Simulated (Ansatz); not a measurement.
# LaGaS3 in R-3c, a phase reached by a soft mode: following an unstable mode, part 3 of 3

Which phase does LaGaS3 in R-3c, a phase reached by a soft mode fall into along its unstable mode, and how much energy does it gain?

Ansatz 0.2.0; DFT PBEsol, scalar-relativistic, plane waves, PAW; PAW set soft_1.

So far. Step 5 (Energy along the mode, all amplitudes (two of the runs …): The lowest of the steps tried is at 0.14 Å, 0.422 meV/atom below the parent; the bottom of the well need not coincide with a step. Step 7 (The new phase in its own primitive cell): The largest force component left is 0.56 meV/Å and the pressure is 0.002 GPa, within the tolerances set. The cell now holds 20.80 Å³/atom.

The structure was built from a prototype and need not be the compound's stable phase.

### 8. Modes of the new phase

A relaxed structure may still be a saddle point, so its zone-centre modes are computed. The response to a homogeneous field gives the Born charges and the dielectric tensor.

input.yaml

```yaml
crystal:
  lattice:
    - [5.423621315, -3.38356058, -0.0043589456]
    - [5.423621315, 3.38356058, -0.0043589456]
    - [-3.4343840135, 0.0, 5.6691939019]
  atoms:
    - { symbol: La, position: [0.7627630093, 0.2359224286, 0.763451152] }
    - { symbol: La, position: [0.2359224286, 0.7627630093, 0.263451152] }
    - { symbol: Ga, position: [0.0014383447, 0.5018260971, 0.5085669216] }
    - { symbol: Ga, position: [0.5018260971, 0.0014383447, 0.0085669216] }
    - { symbol: S, position: [0.1747997489, 0.213155929, 0.1666553662] }
    - { symbol: S, position: [0.8357417855, 0.7605708179, 0.8382925802] }
    - { symbol: S, position: [0.213155929, 0.1747997489, 0.6666553662] }
    - { symbol: S, position: [0.7605708179, 0.8357417855, 0.3382925802] }
    - { symbol: S, position: [0.6538372217, 0.3455124848, 0.2086018479] }
    - { symbol: S, position: [0.3455124848, 0.6538372217, 0.7086018479] }
kpoints:
  mp_grid: { grid: [4, 4, 4] }
hamiltonian:
  xc: pbesol
  pseudopotentials: { kind: paw, azcp: { folder: soft_1 }, xc_functional: pbe }
scf:
  occupations: { method: fixed }
output:
  eigenvalues: true
phonons:
  method: dfpt
  dielectric: true
  rigid_motions: translations
```

Started as:

```
$ ansatz run input.yaml --threads 8 --pin off --max-ram 16384MiB --backend cpu --events-out ev --progress --plain --runs-dir out
```

Numbers of over 12 decimals in the logs are rounded to 6 here.

What it wrote:

```text
[...]
Crystal: 10 atoms, lattice volume = 207.971 Å³
Basis set: ecut = 420 eV, 4071 PW (Γ), exchange–correlation on 90×90×96 points (8 copies of the dense FFT grid, shifted against one another)
Bands: 52, of which v1, the nominal top of the filled ones, is band 42 counted from 1 (41 counted from 0)
Symmetry: 2 space group operations
k-points: 36 of 64 (irreducible under 1 space group operation, time reversal used)
[...]
SCF iter   1: F=—  HF=-25133.969096 eV  |F-HF|=—  |Δ(HF+E_count)|=         —  Δρ=4.77e-2  dr2=9.57e0  ethr=3.10e-3  ⟨swp⟩=5.5  Hψ=7178  notcnv=0  defer=46
[...]
SCF iter  12: F=-25131.946811 eV  HF=-25131.946811 eV  |F-HF|=1.09e-11  |Δ(HF+E_count)|=  4.37e-11  Δρ=1.01e-7  dr2=2.52e-11  ethr=1.00e-12  ⟨swp⟩=23.6  Hψ=16842  notcnv=0
SCF 1 converged in 12 iterations: F = -25131.946811 eV  dr2 = 2.52e-11
[...]
NSCF: frozen V_eff on 3 k-points
[...]
Bands: 43, of which v1, the nominal top of the filled ones, is band 42 counted from 1 (41 counted from 0)
k-points: 144 of 512 (time reversal used)
[...]
Eigensolver: Dense (144 Hₖ)
SCF iter   1: F=—  HF=-25131.801638 eV  |F-HF|=—  |Δ(HF+E_count)|=         —  Δρ=3.94e-4  dr2=1.09e-4  ethr=1.00e-1
[...]
SCF iter   5: F=-25131.801684 eV  HF=-25131.801684 eV  |F-HF|=1.23e-8  |Δ(HF+E_count)|=   1.15e-7  Δρ=3.99e-6  dr2=3.62e-8  ethr=2.91e-10
SCF 1 converged in 5 iterations: F = -25131.801684 eV  dr2 = 3.62e-8
[...]
SCF converged after 12 iterations
Free energy (F): -25131.946811 eV
[...]
Internal energy: -25131.946811 eV  (E = F + TS)
E sigma→0 (E₀):  -25131.946811 eV
Fermi energy:    8.833803 eV
[...]
--- Band table (eV; the first three rows and the last of 36) ---
  k-point 0: bands = [... 38 lower, 8.0494, 8.4152, 8.4246, 8.8338, 9.5990, 11.1828, 11.2835, 11.3386, ... 6 higher]
  k-point 1: bands = [... 38 lower, 7.8921, 7.9809, 8.3657, 8.7056, 9.8877, 11.2130, 11.3160, 11.3254, ... 6 higher]
  k-point 2: bands = [... 38 lower, 7.8605, 7.8605, 8.5663, 8.5663, 10.7159, 10.7159, 11.3261, 11.3261, ... 6 higher]
  k-point 35: bands = [... 38 lower, 7.4628, 7.4628, 7.6511, 7.6511, 10.6106, 10.6106, 11.4215, 11.4215, ... 6 higher]
[...]
ASR residual: 9.299e-5 → 0.000e0 eV/Å²; symmetrization residual: 5.126e-6 eV/Å²
[...]
ε∞ (high-frequency dielectric tensor):
       10.917513     0.000000     0.144343
        0.000000    10.516531     0.000000
        0.144343     0.000000    10.355339
  ε⁰ (static dielectric tensor: ions relaxed, cell fixed):
       54.435826    -0.000000    -0.313348
       -0.000000    42.928613    -0.000000
       -0.313348    -0.000000    35.748040
  ε⁰ − ε∞ (ionic part):
       43.518313    -0.000000    -0.457692
       -0.000000    32.412082    -0.000000
       -0.457692    -0.000000    25.392701
[...]
Born effective charges Z* (e; rows j = field, columns β = displacement):
    site 0:
         4.05095   -0.14799   -0.01726
        -0.02212    4.70801   -0.16516
        -0.06184   -0.02455    4.48397
    site 1:
         4.05095    0.14799   -0.01726
         0.02212    4.70801    0.16516
        -0.06184    0.02455    4.48397
    site 2:
         3.74505   -0.20020    0.11758
         0.34676    4.09256    0.65196
         0.05182   -0.06971    4.40365
    site 3:
         3.74505    0.20020    0.11758
        -0.34676    4.09256   -0.65196
         0.05182    0.06971    4.40365
    site 4:
        -2.54681    0.34874    0.26100
         0.04710   -2.82151   -0.08246
         0.17230   -0.42475   -3.09344
    site 5:
        -2.56344    0.37451    0.15711
         0.20168   -2.84771   -0.25200
         0.08671   -0.29579   -3.09259
    site 6:
        -2.54681   -0.34874    0.26100
        -0.04710   -2.82151    0.08246
         0.17230    0.42475   -3.09344
    site 7:
        -2.56344   -0.37451    0.15711
        -0.20168   -2.84771    0.25200
         0.08671    0.29579   -3.09259
    site 8:
        -2.68575    0.24992   -0.51843
         0.28719   -3.13136   -0.16736
        -0.24900   -0.24517   -2.70160
    site 9:
        -2.68575   -0.24992   -0.51843
        -0.28719   -3.13136    0.16736
        -0.24900    0.24517   -2.70160
  Z* charge neutrality: 1.794e-2 e pre-enforcement
  solved inside a basis spanned on kpoints, on 8×8×8 k-points: ε∞ is read to err by 6.0e-2, Z* by 3.4e-2 e (field_mesh: kpoints solves on kpoints); Z* is corrected for what the basis lacks
  optical modes at Γ without the LO–TO term, one row a degenerate level:
      ω (cm⁻¹)  modes    IR ((D/Å)²/amu)
         60.53      1             0.0125
[...]
optical modes at Γ + LO–TO along q̂ = [1.0000, 0.0000, 0.0000]:
      ω (cm⁻¹)  modes    IR ((D/Å)²/amu)
[...]
optical modes at Γ + LO–TO along q̂ = [0.0000, 1.0000, 0.0000]:
      ω (cm⁻¹)  modes    IR ((D/Å)²/amu)
[...]
optical modes at Γ + LO–TO along q̂ = [0.0000, 0.0000, 1.0000]:
      ω (cm⁻¹)  modes    IR ((D/Å)²/amu)
[...]
211.91      1             0.0049
        216.02      1             0.0129
        223.07      1             0.2612
        233.68      1            30.8791
        255.60      1             9.3618
        271.59      1             0.1020
        275.75      1             0.0320
        285.99      1             3.7026
        300.07      1            36.4880
        334.48      1             1.3682
        339.57      1            18.2567
        348.71      1             0.6905
```

The job ended after 4.4 min (8 threads of Arm Neoverse V1, shared host; peak memory 2.8 GiB).

This step gave:

```
sum-rule residual before enforcement                    : 9.30e-5 eV/Å²
miss of the charge sum rule                             : 0.01794 e
estimated error of the dielectric tensor                : 0.06042
estimated error of the Born charges                     : 0.03374 e
point group                                             : m
highest optical mode at the zone centre (no LO-TO term) : 348.7 cm⁻¹
lowest optical zone-centre mode                         : 60.53 cm⁻¹
mean high-frequency dielectric constant                 : 10.60
largest Born charge (third of the trace)                : 4.414 e
mean static dielectric constant                         : 44.37
top of the zone-centre spectrum with the field          : 352.6 cm⁻¹
```

Patterns of degenerate modes are one choice out of their space. The modes at Γ (shares of kinetic energy by element, %):

```
mode  frequency (cm⁻¹)  symmetry  La %  Ga %  S %
   1               0.0  acoustic    46    23   32
   2               0.0  acoustic    46    23   32
   3               0.0  acoustic    46    23   32
   4              60.5       A''    95     2    3
   5              65.9        A'    44     0   56
   6              66.2       A''    15    71   14
   7              75.0        A'    27    64    9
   8              84.8        A'    42    44   14
   9              86.5        A'    17    12   71
  10              91.3       A''    57     1   42
  11              97.5       A''    38     1   62
  12             117.0        A'    41     4   56
  13             123.3        A'     9    14   76
  14             124.0       A''    17    10   73
  15             160.1        A'     6    51   43
  16             163.2       A''    13    43   43
  17             166.9       A''     1    47   51
  18             174.1       A''     5    23   72
  19             211.9       A''     0    29   71
  20             212.0        A'    14     5   81
  21             216.4        A'     3     4   94
  22             225.9        A'     1    25   74
  23             233.7       A''     6    36   58
  24             256.4        A'     2    13   84
  25             271.6       A''     5     1   94
  26             275.8       A''     1     3   96
  27             286.1        A'     2     8   89
  28             330.4        A'     1     9   90
  29             334.5       A''     1     6   93
  30             348.7       A''     0     3   97
```

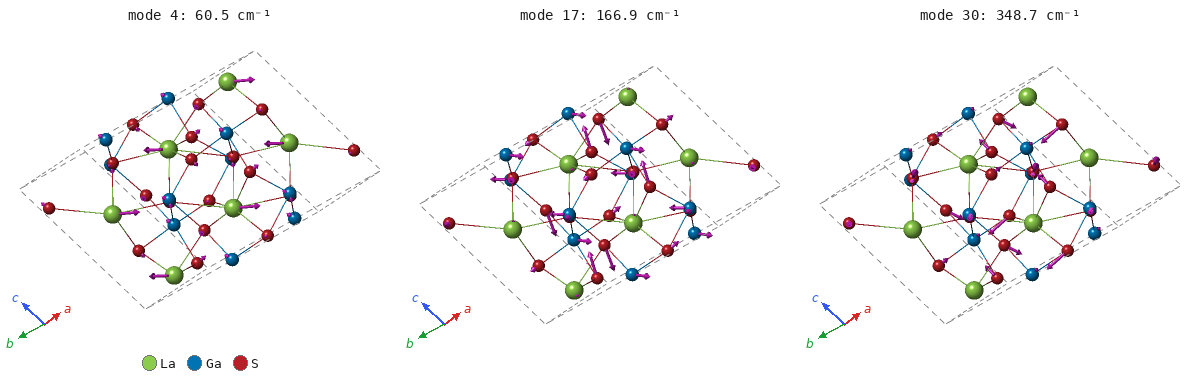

Displacement patterns of modes 4, 17 and 30 at Γ; arrows are exaggerated. Some periodic images of atoms are drawn too.

Optical modes at the zone centre, without and with the macroscopic field of the longitudinal modes; each column is sorted by frequency, so a row need not hold one and the same mode. Modes with and without the field, by row:

```
rank among optical modes  no field (cm⁻¹)  q along (1, 0, 0) (cm⁻¹)  q along (0, 1, 0) (cm⁻¹)  q along (0, 0, 1) (cm⁻¹)
                       1             60.5                      60.5                      60.5                      60.5
                       2             65.9                      66.2                      65.9                      65.9
                       3             66.2                      70.6                        75                      66.2
                       4               75                      75.1                      76.1                      77.3
                       5             84.8                      84.9                      84.8                      84.9
                       6             86.5                      91.3                      86.5                      88.5
                       7             91.3                      97.5                      93.2                      91.3
                       8             97.5                       109                       114                      97.5
                       9              117                     118.2                       117                     118.7
                      10            123.3                       124                     123.3                       124
                      11              124                     158.5                       126                     149.4
                      12            160.1                     163.2                     160.1                     160.3
                      13            163.2                     166.9                     166.9                     163.2
                      14            166.9                     174.1                       168                     166.9
                      15            174.1                     174.4                     183.3                     174.1
                      16            211.9                     211.9                     211.9                     211.9
                      17              212                     215.2                       212                       216
                      18            216.4                     217.3                     216.4                     223.1
                      19            225.9                     228.7                     225.9                     233.7
                      20            233.7                     233.7                     256.4                     255.6
                      21            256.4                     271.6                     271.4                     271.6
                      22            271.6                     272.4                     275.7                     275.8
                      23            275.8                     275.8                     286.1                       286
                      24            286.1                     304.2                     304.8                     300.1
                      25            330.4                     330.4                     330.4                     334.5
                      26            334.5                     334.5                     339.7                     339.6
                      27            348.7                     348.7                     352.6                     348.7
```

Born charge (rows field, columns displacement) (e), principal values of the symmetric part by kind of site:

```
atom  atoms with these values    low  middle   high   mean
 La1                        2   4.03    4.46   4.75   4.41
 Ga3                        2   3.73    3.92   4.59   4.08
  S5                        2  -3.35   -2.68  -2.43  -2.82
  S6                        2  -3.36   -2.76  -2.38  -2.83
  S9                        2  -3.26   -3.07  -2.19  -2.84
```

In full for S5:

```
-2.55  0.35  0.26
 0.05 -2.82 -0.08
 0.17 -0.42 -3.09
```

High-frequency dielectric tensor:

```
10.92  0.00  0.14
 0.00 10.52  0.00
 0.14  0.00 10.36
```

Static dielectric tensor (ions relaxed, fixed cell):

```
54.44  0.00 -0.31
 0.00 42.93  0.00
-0.31  0.00 35.75
```

Transverse modes. Infrared lines, with heights relative to the strongest:

```
position (cm⁻¹)  lines merged  relative intensity
             60             1                 0.0
             66             2                  38
             75             1                 5.7
             85             1                 4.6
             86             1                  51
             91             1                 7.8
             98             1                  16
            117             1                  22
            123             1                  64
            124             1                 1.6
            160             1                 1.2
            163             1                  18
            167             1                 0.0
            174             1                  13
            212             2                  88
            216             1                 7.8
            226             1                  27
            234             1                 100
            256             1                  28
            272             1                 0.3
            276             1                 0.1
            286             1                  12
            330             1                 5.7
            334             1                 4.4
            349             1                 2.2
```

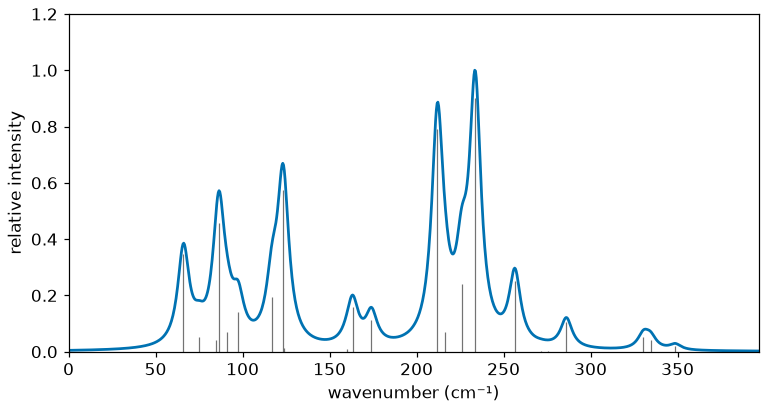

The infrared spectrum, broadened with Lorentzians of width 8 cm⁻¹; bars mark the lines.

Before it was imposed, the acoustic sum rule was missed by 9.3e-5 eV/Å² and the charge sum rule by 0.018 e. Small misses are needed for a sound result but don't prove that mesh and cutoff are converged. The lowest optical mode is real, 60.5 cm⁻¹.

The log warns of the k mesh: “the force constants stand on the 4×4×4 k-mesh, whose period is 11.39 times the interband length at k = (0.0000, 0.0000, 0.0000), direct gap 0.765 eV, under 14: take them and everything formed from them as unconverged”.

### 9. Summary of results

- unstable mode of the parent: q = (0, 0, 0), 43i cm⁻¹
- depth at the lowest point sampled: 0.422 meV/atom
- largest atomic shift at that point: 0.14 Å
- space group reached (within 0.01 Å): Cc
- energy gained over the parent (first relaxation, on the mesh of the frozen mode): 3.16 meV/atom
- volume per atom, phase reached: 20.8 Å³
- gap on the k-mesh, phase reached: 0.765 eV
- lowest optical zone-centre mode, phase reached: 60.5 cm⁻¹
- highest optical mode at the zone centre (no LO-TO term), phase reached: 349 cm⁻¹

What this shows: Along this mode the structure falls into Cc, 3.16 meV/atom below the parent. At the parent's cell the well is 0.422 meV/atom deep on the steps tried, with its lowest point at a shift of 0.14 Å. Relaxing atoms and cell changes the gain by +2.73 meV/atom against the lowest step (energies at zero smearing). Most of the total comes from this relaxation. The new phase has no imaginary mode at the zone centre of its cell; other wavevectors were not checked. How so shallow a well moves with the k mesh was not tested. Of the 2 patterns followed to their end from this parent, this one reaches the lowest energy. Each path keeps the symmetry of its pattern, so a lower phase may lie along a pattern not tried. With the field response the log warns that the k mesh is coarse for the force constants too, so the frequencies may not be converged. In at least one run the field response is not settled by the k meshes in reach, so its dielectric tensor, Born charges and longitudinal modes are rough. Spin-orbit coupling is left out, which can matter for the heavy elements here. The PAW files were made for PBE and serve the other functionals too. The starting cell was built on a prototype and not taken from a measurement, so the phase need not exist.

[Logs are printed without paths, hosts, clocks, repeated set-up lines and the standing remarks that a program may print on its own settings, such as how far it seeks lower states.]

[Hosts, paths, dates, database ids (printed as entryN), source tags and the programs' standing remarks are cut or masked in the printed files.]
